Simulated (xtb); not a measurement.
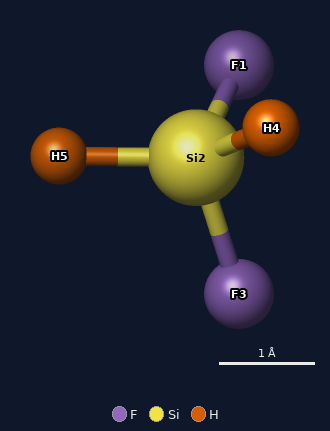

**Figure 1.** The input geometry (ball-and-stick view, seen at a tilt; atoms are numbered from 1 in the order of the input).

**Frequency calculation, with input and output: SiH2F2**

SiH2F2, computed with GFN2-xTB (xtb 6.7.1).

The geometry was optimised with GFN2-xTB.

## What the program printed
```
* xtb version 6.7.1
   ID    Z sym.   atoms
    1    9 f      1, 3
    2   14 si     2
    3    1 h      4, 5

           -------------------------------------------------
          |                Calculation Setup                |
           -------------------------------------------------

          program call               : xtb struc.tmol -I xcontrol --gfn 2 --hess
          coordinate file            : struc.tmol
          omp threads                :                     1

           -------------------------------------------------
          |                 G F N 2 - x T B                 |
           -------------------------------------------------

      * Hamiltonian:
        H0-scaling (s, p, d)           1.850000    2.230000    2.230000
        zeta-weighting                 0.500000
      * Dispersion:
        s8                             2.700000
        a1                             0.520000
        a2                             5.000000
        s9                             5.000000
      * Repulsion:
        kExp                           1.500000    1.000000
        rExp                           1.000000
      * Coulomb:
        alpha                          2.000000
        third order                    shell-resolved
        anisotropic                    true
        a3                             3.000000
        a5                             4.000000
        cn-shift                       1.200000
        cn-exp                         4.000000
        max-rad                        5.000000

          ...................................................
          :                      SETUP                      :
          :.................................................:
          :  # basis functions                  20          :
          :  # atomic orbitals                  19          :
          :  # shells                            9          :
          :  # electrons                        20          :
          :  max. iterations                   250          :
          :  Hamiltonian                  GFN2-xTB          :
          :  restarted?                      false          :
          :  GBSA solvation                  false          :
          :  PC potential                    false          :
          :  electronic temp.          300.0000000     K    :
          :  accuracy                    1.0000000          :
          :  -> integral cutoff          0.2500000E+02      :
          :  -> integral neglect         0.1000000E-07      :
          :  -> SCF convergence          0.1000000E-05 Eh   :
          :  -> wf. convergence          0.1000000E-03 e    :
          :  Broyden damping             0.4000000          :
          :  net charge                          0          :
          :  unpaired electrons                  0          :
          ...................................................

 iter      E             dE          RMSdq      gap      omega  full diag
   1    -12.3435530 -0.123436E+02  0.778E+00    7.78       0.0  T
   2    -12.3916192 -0.480662E-01  0.368E+00    6.76       1.0  T
   3    -12.3955726 -0.395340E-02  0.221E+00    6.84       1.0  T
   4    -12.3963849 -0.812239E-03  0.134E+00    6.74       1.0  T
   5    -12.3955488  0.836049E-03  0.598E-01    6.86       1.0  T
   6    -12.3964979 -0.949092E-03  0.144E-01    6.77       1.0  T
   7    -12.3965289 -0.309669E-04  0.278E-02    6.76       1.6  T
   8    -12.3965299 -0.981250E-06  0.144E-03    6.75      31.0  T
   9    -12.3965299  0.695529E-09  0.495E-04    6.75      90.4  T
  10    -12.3965299 -0.118808E-08  0.114E-04    6.75     390.6  T

   *** convergence criteria satisfied after 10 iterations ***

         #    Occupation            Energy/Eh            Energy/eV
      -------------------------------------------------------------
         1        2.0000           -0.8919108             -24.2701
       ...           ...                  ...                  ...
         4        2.0000           -0.5385663             -14.6551
         5        2.0000           -0.5333420             -14.5130
         6        2.0000           -0.5332063             -14.5093
         7        2.0000           -0.5184891             -14.1088
         8        2.0000           -0.5113794             -13.9153
         9        2.0000           -0.4995742             -13.5941
        10        2.0000           -0.4528550             -12.3228 (HOMO)
        11                         -0.2046194              -5.5680 (LUMO)
        12                         -0.1905438              -5.1850
        13                         -0.1304310              -3.5492
        14                         -0.0487376              -1.3262
        15                          0.0119985               0.3265
       ...                                ...                  ...
        19                          0.9371870              25.5022
      -------------------------------------------------------------
                  HL-Gap            0.2482356 Eh            6.7548 eV
             Fermi-level           -0.3287372 Eh           -8.9454 eV

 SCC (total)                   0 d,  0 h,  0 min,  0.002 sec
 SCC setup                      ...        0 min,  0.000 sec (  2.612%)
 Dispersion                     ...        0 min,  0.000 sec (  0.986%)
 classical contributions        ...        0 min,  0.000 sec (  0.383%)
 integral evaluation            ...        0 min,  0.000 sec ( 17.576%)
 iterations                     ...        0 min,  0.001 sec ( 51.007%)
 molecular gradient             ...        0 min,  0.000 sec ( 24.192%)
 printout                       ...        0 min,  0.000 sec (  2.889%)

         :::::::::::::::::::::::::::::::::::::::::::::::::::::
         ::                     SUMMARY                     ::
         :::::::::::::::::::::::::::::::::::::::::::::::::::::
         :: total energy             -12.348205100847 Eh    ::
         :: gradient norm              0.000025104000 Eh/a0 ::
         :: HOMO-LUMO gap              6.754834439525 eV    ::
         ::.................................................::
         :: SCC energy               -12.396529767041 Eh    ::
         :: -> isotropic ES            0.037527501721 Eh    ::
         :: -> anisotropic ES         -0.000361739325 Eh    ::
         :: -> anisotropic XC         -0.001124475613 Eh    ::
         :: -> dispersion             -0.001635204220 Eh    ::
         :: repulsion energy           0.048324666194 Eh    ::
         :: add. restraining           0.000000000000 Eh    ::
         :: total charge              -0.000000000000 e     ::
         :::::::::::::::::::::::::::::::::::::::::::::::::::::

           -------------------------------------------------
          |                Numerical Hessian                |
           -------------------------------------------------
step length          :   0.00500
SCC accuracy         :   0.05000
Hessian scale factor :   1.00000
frozen atoms in %    :   0.00000    0
RMS gradient         :   0.00003
estimated CPU  time      0.00 min

writing file <hessian>.

 projected vibrational frequencies (cm⁻¹)
eigval :       -0.00    -0.00    -0.00     0.00     0.00     0.00
eigval :      236.17   539.71   548.22   719.55   752.41   838.91
eigval :      892.72  2436.96  2457.21
           -------------------------------------------------
          |                Property Printout                |
           -------------------------------------------------

    * Orbital Energies and Occupations

         #    Occupation            Energy/Eh            Energy/eV
      -------------------------------------------------------------
         1        2.0000           -0.8919112             -24.2701
         2        2.0000           -0.8134062             -22.1339
         3        2.0000           -0.6592015             -17.9378
         4        2.0000           -0.5385665             -14.6551
         5        2.0000           -0.5333422             -14.5130
         6        2.0000           -0.5332065             -14.5093
         7        2.0000           -0.5184891             -14.1088
         8        2.0000           -0.5113794             -13.9153
         9        2.0000           -0.4995744             -13.5941
        10        2.0000           -0.4528555             -12.3228 (HOMO)
        11                         -0.2046205              -5.5680 (LUMO)
        12                         -0.1905452              -5.1850
        13                         -0.1304319              -3.5492
        14                         -0.0487383              -1.3262
        15                          0.0119977               0.3265
        16                          0.3952789              10.7561
        17                          0.6291718              17.1206
        18                          0.8646912              23.5294
        19                          0.9371861              25.5021
      -------------------------------------------------------------
                  HL-Gap            0.2482350 Eh            6.7548 eV
             Fermi-level           -0.3287380 Eh           -8.9454 eV

     #   Z          covCN         q      C6AA      α(0)
     1   9 f        0.705    -0.256    11.837     4.063
     2  14 si       3.257     0.604   124.762    23.029
     3   9 f        0.705    -0.256    11.837     4.063
     4   1 h        0.923    -0.046     4.002     3.129
     5   1 h        0.923    -0.046     4.002     3.129

 Mol. C6AA /au·bohr⁶  :        461.532080
 Mol. C8AA /au·bohr⁸  :      17924.197941
 Mol. α(0) /au        :         37.410928

Wiberg/Mayer (AO) data.
largest (>0.10) Wiberg bond orders for each atom

 ---------------------------------------------------------------------------
     #   Z sym  total        # sym  WBO       # sym  WBO       # sym  WBO
 ---------------------------------------------------------------------------
     1   9 f    1.213 --     2 si   1.115
     2  14 si   4.017 --     1 f    1.115     3 f    1.115     4 h    0.894
                             5 h    0.894
     3   9 f    1.213 --     2 si   1.115
     4   1 h    0.998 --     2 si   0.894
     5   1 h    0.998 --     2 si   0.894
 ---------------------------------------------------------------------------

Topologies differ in total number of bonds
Writing topology from bond orders to xtbtopo.mol

molecular dipole:
                 x           y           z       tot (Debye)
 q only:       -0.080      -0.008      -0.831
   full:       -0.087      -0.009      -0.899       2.296
molecular quadrupole (traceless):
                xx          xy          yy          xz          yz          zz
 q only:       -1.169       1.301       1.115       0.106      -0.136       0.054
  q+dip:       -2.031       2.491       2.350       0.141      -0.267      -0.319
   full:       -1.549       1.874       1.746       0.112      -0.200      -0.197

           -------------------------------------------------
          |               Frequency Printout                |
           -------------------------------------------------
 projected vibrational frequencies (cm⁻¹)
eigval :       -0.00    -0.00    -0.00     0.00     0.00     0.00
eigval :      236.17   539.71   548.22   719.55   752.41   838.91
eigval :      892.72  2436.96  2457.21
 reduced masses (amu)
   1: 18.05   2: 19.79   3: 19.11   4: 22.03   5: 22.14   6: 19.98   7: 20.40   8:  1.92
   9:  7.41  10:  2.50  11:  2.20  12: 21.86  13: 23.17  14:  2.31  15:  1.43
 IR intensities (km·mol⁻¹)
   1:  8.07   2:  0.55   3:  1.36   4:  0.58   5:  1.17   6:  1.09   7: 26.03   8:  0.00
   9:210.80  10:129.31  11:150.44  12:167.17  13:299.49  14:319.38  15: 85.04
 Raman intensities (Ä⁴*amu⁻¹)
   1:  0.00   2:  0.00   3:  0.00   4:  0.00   5:  0.00   6:  0.00   7:  0.00   8:  0.00
   9:  0.00  10:  0.00  11:  0.00  12:  0.00  13:  0.00  14:  0.00  15:  0.00
 output can be read by thermo (or use thermo option).
Molecule has the following symmetry elements: (C2) 2*(sigma)
It seems to be the C2v point group
 writing <g98.out> molden fake output.
 recommended (thermochemical) frequency scaling factor: 1.0
           -------------------------------------------------
          |             Thermodynamic Functions             |
           -------------------------------------------------

c2v symmetry found (for desy threshold:  0.10E+00) used in thermo

          ...................................................
          :                      SETUP                      :
          :.................................................:
          :  # frequencies                           9      :
          :  # imaginary freq.                       0      :
          :  linear?                             false      :
          :  only rotor calc.                    false      :
          :  symmetry                              c2v      :
          :  rotational number                       2      :
          :  scaling factor                  1.0000000      :
          :  rotor cutoff                   50.0000000 cm⁻¹ :
          :  imag. cutoff                  -20.0000000 cm⁻¹ :
          :.................................................:

    mode    ω/cm⁻¹     T·S(HO)/kcal·mol⁻¹    T·S(FR)/kcal·mol⁻¹   T·S(vib)
   ------------------------------------------------------------------------
       1    236.17    -0.54607 ( 99.80%)    -0.59623 (  0.20%)    -0.54617
   ------------------------------------------------------------------------

   temp. (K)  partition function   enthalpy   heat capacity  entropy
                                   cal/mol     cal/K/mol   cal/K/mol   J/K/mol
 298.15  VIB   1.87                  762.596      6.717      3.801
         ROT  0.126E+05              888.752      2.981     21.742
         INT  0.235E+05             1651.348      9.698     25.543
         TR   0.544E+27             1481.254      4.968     38.555
         TOT                        3132.6019    14.6663    64.0986   268.1886

       T/K    H(0)-H(T)+PV         H(T)/Eh          T*S/Eh         G(T)/Eh
   ------------------------------------------------------------------------
    298.15    0.499212E-02    0.264567E-01    0.304553E-01   -0.399859E-02
   ------------------------------------------------------------------------

         :::::::::::::::::::::::::::::::::::::::::::::::::::::
         ::                  THERMODYNAMIC                  ::
         :::::::::::::::::::::::::::::::::::::::::::::::::::::
         :: total free energy         -12.352203686007 Eh   ::
         ::.................................................::
         :: total energy              -12.348205100881 Eh   ::
         :: zero point energy           0.021464612141 Eh   ::
         :: G(RRHO) w/o ZPVE           -0.025463197267 Eh   ::
         :: G(RRHO) contrib.           -0.003998585126 Eh   ::
         :::::::::::::::::::::::::::::::::::::::::::::::::::::

           -------------------------------------------------
          | TOTAL ENERGY              -12.348205100881 Eh   |
          | TOTAL ENTHALPY            -12.321748369827 Eh   |
          | TOTAL FREE ENERGY         -12.352203686007 Eh   |
          | GRADIENT NORM               0.000025215894 Eh/α |
          | HOMO-LUMO GAP               6.754817067313 eV   |
           -------------------------------------------------

------------------------------------------------------------------------
------------------------------------------------------------------------
 total:
 *  cpu-time:     0 d,  0 h,  0 min,  0.037 sec
 * ratio c/w:     1.000 speedup
 SCF:
 *  cpu-time:     0 d,  0 h,  0 min,  0.002 sec
 * ratio c/w:     0.999 speedup
 analytical hessian:
 *  cpu-time:     0 d,  0 h,  0 min,  0.030 sec
 * ratio c/w:     1.000 speedup
```

## File vibspectrum
```
$vibrational spectrum
#  mode     symmetry     wave number   IR intensity    selection rules
#                         cm**(-1)      (km*mol⁻¹)        IR
     1                      -0.00         0.00000          -
     2                      -0.00         0.00000          -
     3                      -0.00         0.00000          -
     4                       0.00         0.00000          -
     5                       0.00         0.00000          -
     6                       0.00         0.00000          -
     7        a            236.17        26.02971         YES
     8        a            539.71         0.00002         NO
     9        a            548.22       210.80486         YES
    10        a            719.55       129.31442         YES
    11        a            752.41       150.43981         YES
    12        a            838.91       167.17387         YES
    13        a            892.72       299.48775         YES
    14        a           2436.96       319.38247         YES
    15        a           2457.21        85.03987         YES
$end
```

## Standard error
```
normal termination of xtb
```

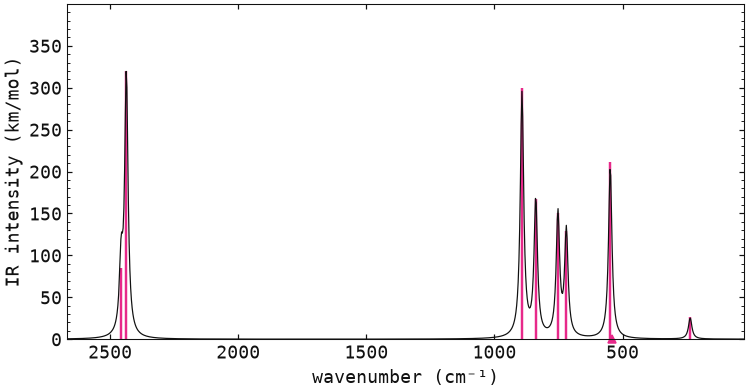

**Figure 2.** Harmonic infrared spectrum, unscaled: sticks (degenerate modes added up, dark ones marked on the axis) with a Lorentzian envelope of 16 cm⁻¹ full width, scaled to the tallest stick. 9 modes from 236 to 2457 cm⁻¹, none imaginary. The strongest line is at 2437 cm⁻¹ (319 km/mol). All modes, in cm⁻¹ (km/mol): 236 (26), 540 (0.0), 548 (211), 720 (129), 752 (150), 839 (167), 893 (299), 2437 (319), 2457 (85).

This output came from the following input.

## Input (struc.tmol)
```
$coord
     -1.977239341457      0.989271626242      1.853859122780  f
     -0.020276761317     -0.002116493260     -0.210137545058  si
      2.297075488050     -0.955861268358      1.461060650516  f
     -1.121287893308     -2.173789755680     -1.436928847904  h
      0.821728508032      2.142514788317     -1.667891174856  h
$end
```

## File xcontrol
```
$hess
   sccacc=0.05
$end
```

Run as:
```bash
xtb struc.tmol -I xcontrol --gfn 2 --hess > xtb.out 2> xtb.err
```

## Summary

- outcome: converged
- electrons treated: 20
- total energy: −12.348205 hartree
- dispersion energy: −0.001635 hartree
- basis functions: 20
- HOMO: −12.32 eV
- LUMO: −5.57 eV
- zero-point energy: 0.021465 hartree
- dipole moment: 2.30 D
- wavenumbers, lowest and highest: 236 and 2457 cm⁻¹
- hardware: 1 thread of Intel Xeon (Granite Rapids), 96 GiB of memory available, shared host
- peak memory: 0.071 GiB

## Remarks

Settings chosen away from the usual ones: method = gfn2-xtb; task = frequencies; x = {"hess_scc_accuracy": 0.05}; geo = {"prev": "A"}.
